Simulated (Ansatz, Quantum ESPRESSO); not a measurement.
# Gate doping of W2CO2 MXene, 1 layer, part 2 of 7

Wanted: induced charge and band edges of W2CO2 MXene, 1 layer beside a charged plate.

Quantum ESPRESSO 7.5; plane-wave DFT, PBE, GBRV ultrasoft pseudopotentials; geometry by Ansatz 0.2.0 with PAW datasets.

So far: The structure; Relaxation with Ansatz.

**3. Self-consistent run: neutral sheet, no gate**

The neutral sheet is the reference for densities and bands.

Level of this step: plane-wave DFT, PBE, GBRV ultrasoft pseudopotentials (Quantum ESPRESSO 7.5).

The input, g0.in:

```
&control
  prefix = 'g0'
  outdir = './out'
  pseudo_dir = './pseudo'
  calculation = 'scf'
  tprnfor = .true.
  tefield = .true.
  dipfield = .true.
/
&system
  ibrav = 0
  nat = 5
  ntyp = 3
  ecutwfc = 40
  ecutrho = 200
  occupations = 'smearing'
  smearing = 'fd'
  degauss = 0.004
  edir = 3
  emaxpos = 0.205356
  eopreg = 0.01
  eamp = 0.0
  nbnd = 28
/
&electrons
  conv_thr = 1e-07
  mixing_beta = 0.4
  electron_maxstep = 120
  mixing_mode = 'local-TF'
/
ATOMIC_SPECIES
  O   15.9990  o_pbe_v1.2.uspp.F.UPF
  W   183.8400  w_pbe_v1.2.uspp.F.UPF
  C   12.0110  c_pbe_v1.2.uspp.F.UPF
CELL_PARAMETERS angstrom
  3.11243113702313 0.00000000000000 -0.00000000000000
  -1.55621556851156 2.69544443219171 -0.00000000000000
  -0.00000000000000 -0.00000000000000 26.68439158190000
ATOMIC_POSITIONS crystal
  O   0.333333333333 0.666666666667 0.416100378644
  W   0.666666666667 0.333333333333 0.458617459418
  C   -0.000000000000 -0.000000000000 0.499999998077
  W   0.333333333333 0.666666666667 0.541382544234
  O   0.666666666667 0.333333333333 0.583899619627
K_POINTS automatic
  12 12 1 0 0 0
```

On the command line:

```console
> OMP_NUM_THREADS=1 mpirun -n 4 pw.x -nk 4 -in g0.in > g0.out
```

Log:

```text
Program PWSCF v.7.5 starts
[citation notice left out]

     Parallel version (MPI & OpenMP), running on       4 processor cores
     Number of MPI processes:                 4
     Threads/MPI process:                     1

     MPI processes distributed on     1 nodes
[...]
Current dimensions of program PWSCF are:
     Max number of different atomic species (ntypx) = 10
     Max number of k-points (npk) =  40000
     Max angular momentum in pseudopotentials (lmaxx) =  4
     Presently no symmetry can be used with electric field

     K-points division:     npool     =       4
     Subspace diagonalization in iterative solution of the eigenvalue problem:
     a serial algorithm will be used

     G-vector sticks info
     --------------------
     sticks:   dense  smooth     PW     G-vecs:    dense   smooth      PW
     Sum         475     379    121                72089    51713   10139

     Using Slab Decomposition

     bravais-lattice index     =            0
     lattice parameter (alat)  =       5.8816  a.u.
     unit-cell volume          =    1510.7202 (a.u.)^3
     number of atoms/cell      =            5
     number of atomic types    =            3
     number of electrons       =        44.00
     number of Kohn-Sham states=           28
     kinetic-energy cutoff     =      40.0000  Ry
     charge density cutoff     =     200.0000  Ry
     scf convergence threshold =      1.0E-07
     mixing beta               =       0.4000
     number of iterations used =            8  local-TF  mixing
     Exchange-correlation= SLA  PW   PBE  PBE
                           (   1   4   3   4   0   0   0)

     celldm(1)=   5.881642  celldm(2)=   0.000000  celldm(3)=   0.000000
     celldm(4)=   0.000000  celldm(5)=   0.000000  celldm(6)=   0.000000

     crystal axes: (cart. coord. in units of alat)
               a(1) = (   1.000000   0.000000  -0.000000 )
               a(2) = (  -0.500000   0.866025  -0.000000 )
               a(3) = (  -0.000000  -0.000000   8.573488 )

     reciprocal axes: (cart. coord. in units 2 pi/alat)
               b(1) = (  1.000000  0.577350  0.000000 )
               b(2) = (  0.000000  1.154701  0.000000 )
               b(3) = (  0.000000  0.000000  0.116639 )

     PseudoPot. # 1 for O  read from file:
     ./pseudo/o_pbe_v1.2.uspp.F.UPF
     Pseudo is Ultrasoft + core correction, Zval =  6.0
     Generated by new atomic code, or converted to UPF format
     Using radial grid of  737 points,  5 beta functions with:
                l(1) =   0
                l(2) =   0
                l(3) =   1
                l(4) =   1
                l(5) =   2
     Q(r) pseudized with  8 coefficients,  rinner =    0.900   0.900   0.900
                                                       0.900   0.900

     PseudoPot. # 2 for W  read from file:
     ./pseudo/w_pbe_v1.2.uspp.F.UPF
     Pseudo is Ultrasoft + core correction, Zval = 14.0
     Generated by new atomic code, or converted to UPF format
     Using radial grid of  923 points,  8 beta functions with:
                l(1) =   0
                l(2) =   0
                l(3) =   0
                l(4) =   1
                l(5) =   1
                l(6) =   2
                l(7) =   2
                l(8) =   3
     Q(r) pseudized with  6 coefficients,  rinner =    1.350   1.350   1.350
                                                       1.350   1.350   1.350
                                                       1.350

     PseudoPot. # 3 for C  read from file:
     ./pseudo/c_pbe_v1.2.uspp.F.UPF
     Pseudo is Ultrasoft + core correction, Zval =  4.0
     Generated by new atomic code, or converted to UPF format
     Using radial grid of  721 points,  4 beta functions with:
                l(1) =   0
                l(2) =   0
                l(3) =   1
                l(4) =   1
     Q(r) pseudized with  8 coefficients,  rinner =    1.100   1.100   1.100

     atomic species   valence    mass     pseudopotential
     O                 6.00    15.99900     O ( 1.00)
     W                14.00   183.84000     W ( 1.00)
     C                 4.00    12.01100     C ( 1.00)

     No symmetry found

   Cartesian axes

     site n.     atom                  positions (alat units)
         1        O      tau(   1) = (  -0.0000000   0.5773503   3.5674317  )
         2        W      tau(   2) = (   0.5000000   0.2886751   3.9319514  )
         3        C      tau(   3) = (   0.0000000  -0.0000000   4.2867441  )
         4        W      tau(   4) = (  -0.0000000   0.5773503   4.6415368  )
         5        O      tau(   5) = (   0.5000000   0.2886751   5.0060565  )

     number of k points=    74  Fermi-Dirac smearing, width (Ry)=  0.0040
                       cart. coord. in units 2pi/alat
        k(    1) = (   0.0000000   0.0000000   0.0000000), wk =   0.0138889
        k(    2) = (   0.0000000   0.0962250   0.0000000), wk =   0.0277778
        k(    3) = (   0.0000000   0.1924501   0.0000000), wk =   0.0277778
        k(    4) = (   0.0000000   0.2886751   0.0000000), wk =   0.0277778
        k(    5) = (   0.0000000   0.3849002   0.0000000), wk =   0.0277778
        k(    6) = (   0.0000000   0.4811252   0.0000000), wk =   0.0277778
        k(    7) = (   0.0000000  -0.5773503   0.0000000), wk =   0.0138889
        k(    8) = (   0.0833333   0.0481125   0.0000000), wk =   0.0277778
        k(    9) = (   0.0833333   0.1443376   0.0000000), wk =   0.0277778
        k(   10) = (   0.0833333   0.2405626   0.0000000), wk =   0.0277778
[...]
k(   74) = (  -0.5000000  -0.8660254   0.0000000), wk =   0.0138889

     Dense  grid:    72089 G-vectors     FFT dimensions: (  27,  27, 240)

     Smooth grid:    51713 G-vectors     FFT dimensions: (  24,  24, 216)

     Estimated max dynamical RAM per process >     223.64 MB

     Estimated total dynamical RAM >     841.77 MB

     Initial potential from superposition of free atoms

     starting charge      43.7993, renormalised to      44.0000

     negative rho (up, down):  1.303E-01 0.000E+00

     Adding external electric field

     Computed dipole along edir(3) :
        Dipole                0.0000 Ry au,          0.0000 Debye
        Dipole field          0.0000 Ry au,

        Potential amp.       -0.0000 Ry
        Total length         49.9219 bohr

     Starting wfcs are   38 randomized atomic wfcs

     total cpu time spent up to now is        2.8 secs

     per-process dynamical memory:   113.0 Mb

     Self-consistent Calculation

[...]
negative rho (up, down):  1.354E-01 0.000E+00

[...]
Dipole               -0.0576 Ry au,         -0.1464 Debye
[...]
total energy              =    -394.38214322 Ry
     estimated scf accuracy    <       0.00038741 Ry

     iteration # 11     ecut=    40.00 Ry     beta= 0.40
[...]
negative rho (up, down):  1.360E-01 0.000E+00

[...]
Dipole               -0.0288 Ry au,         -0.0732 Debye
[...]
total energy              =    -394.38210048 Ry
     estimated scf accuracy    <       0.00018503 Ry

     iteration # 12     ecut=    40.00 Ry     beta= 0.40
[...]
negative rho (up, down):  1.360E-01 0.000E+00

[...]
Dipole               -0.0142 Ry au,         -0.0361 Debye
[...]
total energy              =    -394.38210284 Ry
     estimated scf accuracy    <       0.00011188 Ry

     iteration # 13     ecut=    40.00 Ry     beta= 0.40
[...]
negative rho (up, down):  1.364E-01 0.000E+00

[...]
Dipole               -0.0027 Ry au,         -0.0068 Debye
[...]
total energy              =    -394.38209945 Ry
     estimated scf accuracy    <       0.00002690 Ry

     iteration # 14     ecut=    40.00 Ry     beta= 0.40
[...]
negative rho (up, down):  1.364E-01 0.000E+00

[...]
Dipole               -0.0029 Ry au,         -0.0073 Debye
[...]
total energy              =    -394.38210058 Ry
     estimated scf accuracy    <       0.00001129 Ry

     iteration # 15     ecut=    40.00 Ry     beta= 0.40
[...]
negative rho (up, down):  1.365E-01 0.000E+00

[...]
Dipole               -0.0031 Ry au,         -0.0079 Debye
[...]
total energy              =    -394.38210087 Ry
     estimated scf accuracy    <       0.00000349 Ry

     iteration # 16     ecut=    40.00 Ry     beta= 0.40
[...]
negative rho (up, down):  1.366E-01 0.000E+00

[...]
Dipole               -0.0011 Ry au,         -0.0028 Debye
[...]
total energy              =    -394.38210038 Ry
     estimated scf accuracy    <       0.00000213 Ry

     iteration # 17     ecut=    40.00 Ry     beta= 0.40
[...]
negative rho (up, down):  1.366E-01 0.000E+00

[...]
Dipole               -0.0005 Ry au,         -0.0013 Debye
[...]
total energy              =    -394.38210046 Ry
     estimated scf accuracy    <       0.00000039 Ry

     iteration # 18     ecut=    40.00 Ry     beta= 0.40
[...]
negative rho (up, down):  1.366E-01 0.000E+00

[...]
Dipole                0.0001 Ry au,          0.0002 Debye
[...]
total energy              =    -394.38210045 Ry
     estimated scf accuracy    <       0.00000011 Ry

     iteration # 19     ecut=    40.00 Ry     beta= 0.40
[...]
negative rho (up, down):  1.365E-01 0.000E+00

[...]
Dipole               -0.0002 Ry au,         -0.0004 Debye
[...]
End of self-consistent calculation

          k = 0.0000 0.0000 0.0000 (  6383 PWs)   bands (ev):

   -76.0467 -75.9890 -40.5966 -40.1111 -40.1111 -40.0182 -40.0090 -40.0090
   -20.0304 -19.7712 -14.1215  -9.0577  -7.7815  -7.7815  -5.8234  -5.8234
    -5.3483  -3.1911  -3.1034  -3.1034  -2.8513  -2.8513  -1.0584   0.4225
     0.4225   1.1657   1.8308   1.8308

          k = 0.0000 0.0962 0.0000 (  6377 PWs)   bands (ev):

   -76.0442 -75.9883 -40.5869 -40.1613 -40.1226 -40.0366 -40.0116 -40.0024
   -19.9682 -19.7386 -14.1317  -8.9342  -7.7839  -7.6859  -6.0493  -5.7753
    -5.2032  -4.0095  -3.7528  -3.0719  -2.4579  -2.1909  -0.9650   0.5238
     0.5340   1.3106   1.7275   1.8729

          k = 0.0000 0.1925 0.0000 (  6394 PWs)   bands (ev):

   -76.0373 -75.9864 -40.5637 -40.2686 -40.1528 -40.1066 -40.0197 -39.9908
   -19.8107 -19.6552 -14.1251  -8.6074  -7.7626  -7.4404  -6.4599  -5.6882
    -5.1343  -4.8783  -4.3159  -3.1846  -2.4974  -1.5551  -0.5497   0.6941
     0.9116   1.6591   1.7691   1.9542

          k = 0.0000 0.2887 0.0000 (  6440 PWs)   bands (ev):

   -76.0274 -75.9843 -40.5446 -40.3950 -40.1912 -40.1855 -40.0336 -39.9960
   -19.6281 -19.5565 -14.0216  -8.3393  -7.6891  -7.1830  -6.7214  -5.9319
    -5.6647  -4.6935  -4.5118  -3.6003  -2.6994  -1.0252  -0.0123   0.7748
     1.4342   1.7406   2.0650   2.6108

          k = 0.0000 0.3849 0.0000 (  6458 PWs)   bands (ev):

   -76.0165 -75.9831 -40.5670 -40.4989 -40.2280 -40.2253 -40.0491 -40.0156
   -19.4880 -19.4743 -13.7796  -8.7030  -7.4570  -7.0962  -6.6887  -6.0008
    -5.6136  -5.0123  -4.3944  -3.6964  -2.9322  -0.4771   0.3840   0.8460
     1.6044   1.7340   2.4503   3.7626

          k = 0.0000 0.4811 0.0000 (  6448 PWs)   bands (ev):

   -76.0074 -75.9835 -40.6293 -40.5516 -40.2538 -40.2156 -40.0611 -40.0425
   -19.4404 -19.3976 -13.4778  -9.3036  -7.2287  -7.1518  -6.4494  -5.8188
    -5.5114  -5.4198  -4.1798  -3.6329  -3.0078   0.0316   0.3873   1.1575
     1.5131   1.5654   2.8672   4.9049

[...]
the Fermi energy is    -0.2455 ev

!    total energy              =    -394.38210044 Ry
     estimated scf accuracy    <       0.00000003 Ry
     smearing contrib. (-TS)   =      -0.00094431 Ry
     internal energy E=F+TS    =    -394.38115613 Ry

     The total energy is F=E-TS. E is the sum of the following terms:
     one-electron contribution =   -4426.04871162 Ry
     hartree contribution      =    2210.42381570 Ry
     xc contribution           =    -100.71541624 Ry
     ewald contribution        =    1921.95915603 Ry
     electric field correction =       0.00000000 Ry

     convergence has been achieved in  19 iterations

     negative rho (up, down):  1.365E-01 0.000E+00

     Forces acting on atoms (cartesian axes, Ry/au):

     atom    1 type  1   force =    -0.00000007   -0.00000000   -0.00365002
     atom    2 type  2   force =    -0.00000012   -0.00000028   -0.00057656
     atom    3 type  3   force =     0.00000004    0.00000001   -0.00000807
     atom    4 type  2   force =     0.00000006    0.00000024    0.00058001
     atom    5 type  1   force =     0.00000008    0.00000003    0.00365464

     Total force =     0.005230     Total SCF correction =     0.000751
     SCF correction compared to forces is large: reduce conv_thr to get better values

[...]
=------------------------------------------------------------------------------=
   JOB DONE.
=------------------------------------------------------------------------------=
[key lines of the parts left out:]
Dipole field         -0.0000 Ry au,
```

Elapsed: 98 s, on 4 MPI ranks of Arm Neoverse V2, shared host; peak memory 0.9 GiB; 6.5 min of CPU time.

This step gave:

* free energy: -5365.8418 eV
* energy at zero smearing: -5365.8354 eV
* Fermi energy: -0.2455 eV
* dipole along the normal: -8.33e-5 e·Å
* valence top, on the run's zero: 0.2533 eV
* conduction bottom, on the run's zero: -1.058 eV

By band count these two levels touch or overlap: there is no gap, and they are no band edges.

The run needed 19 iterations to bring the estimated error under 1e-07 Ry.

**4. Density by pp.x**

plot_num = 0 writes the valence density.

The input, g0.rho.in:

```
&inputpp
  prefix = 'g0'
  outdir = './out'
  filplot = 'g0.rho.dat'
  plot_num = 0
/
```

On the command line:

```console
> OMP_NUM_THREADS=1 mpirun -n 4 pp.x -in g0.rho.in > g0.rho.out
```

Log:

```text
[banner, memory and clock lines left out]
Program POST-PROC v.7.5 starts

          URL

     ./out/g0.save/

     IMPORTANT: XC functional enforced from input :
     Exchange-correlation= PBE
                           (   1   4   3   4   0   0   0)
     Any further DFT definition will be discarded
     Please, verify this is what you really want

     negative rho (up, down):  1.365E-01 0.000E+00

     Adding external electric field

     Computed dipole along edir(3) :
        Dipole               -0.0002 Ry au,         -0.0004 Debye
        Dipole field         -0.0000 Ry au,

        Potential amp.        0.0001 Ry
        Total length         49.9219 bohr

     Calling punch_plot, plot_num =   0
     Writing data to file  g0.rho.dat
     Message from routine chdens:
     namelist plot not found or invalid, exiting
```

Wall time 1 s (4 MPI ranks); peak memory 0.15 GiB; 3.8 s of CPU time.

Numbers from this step:

| Quantity | Value |
| --- | --- |
| electrons by integration | 44.00 e |

The valence density, planar mean oscillates, so the rows of the table below give means over windows of 1.33 Å about each position, cut where the curve ends. Its maxima inside the range that stand out by 2 % of the span (Å: e/Å³): 11.1: 0.896, 12.0: 1.23, 12.5: 1.26, 14.2: 1.26, 14.7: 1.23, 15.6: 0.896. Its minima: 11.5: 0.804, 12.2: 1.19, 13.3: 0.684, 14.5: 1.19, 15.2: 0.804.

Mean over planes. Valence density, planar mean against z; means over each step:

| z (Å) | valence density, planar mean (e/Å³) |
| --- | --- |
| 7.32 | 6.3e-6 |
| 8.64 | 5.6e-4 |
| 9.98 | 0.0786 |
| 11.30 | 0.845 |
| 12.64 | 1.03 |
| 13.96 | 0.992 |
| 15.30 | 0.894 |
| 16.62 | 0.107 |
| 17.95 | 7.5e-4 |
| 19.29 | 8.3e-6 |

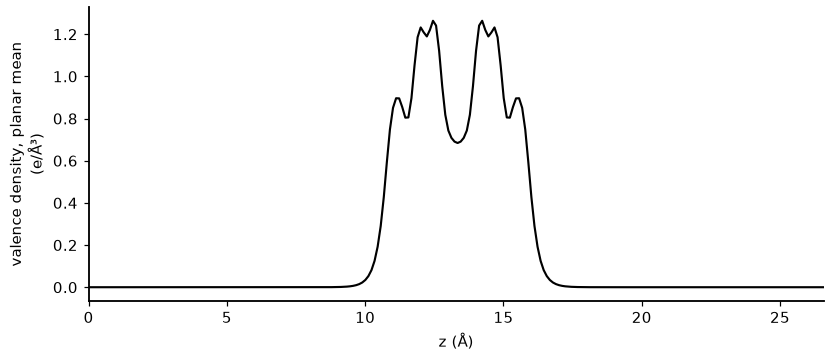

Valence density, planar mean, plotted against z.

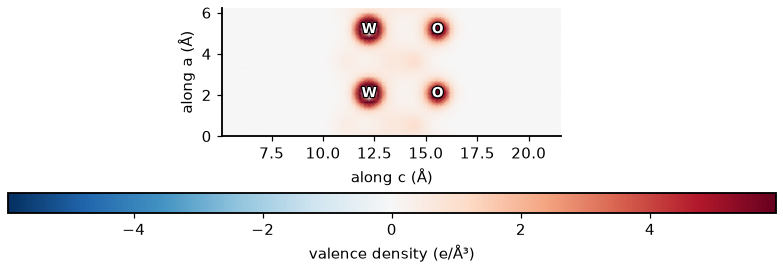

Valence density in the ca plane at fractional y = 0.333, with atoms of W and O within 0.2 Å of it. It is the smooth field of the valence electrons, not physical close to the nuclei. The far vacuum is left out of the map.

**5. Potential by pp.x**

The neutral sheet's potential is written as the reference.

The input, g0.pot.in:

```
&inputpp
  prefix = 'g0'
  outdir = './out'
  filplot = 'g0.pot.dat'
  plot_num = 11
/
```

On the command line:

```console
> OMP_NUM_THREADS=1 mpirun -n 4 pp.x -in g0.pot.in > g0.pot.out
```

Elapsed: 1 s, on 4 MPI ranks; peak memory 0.15 GiB; 3.8 s of CPU time.

(Continued in part 3 of 7.)

[Logs are printed without paths, hosts, clocks, repeated set-up lines and the standing remarks that a program may print on its own settings, such as how far it seeks lower states.]

[Hosts, paths, dates, database ids (printed as entryN), source tags and the programs' standing remarks are cut or masked in the printed files.]

[Maps of the electrostatic potential energy from Ansatz leave out the sawtooth potential of an applied field or a dipole correction, so their vacuum need not be flat; planar profiles and work functions include it.]
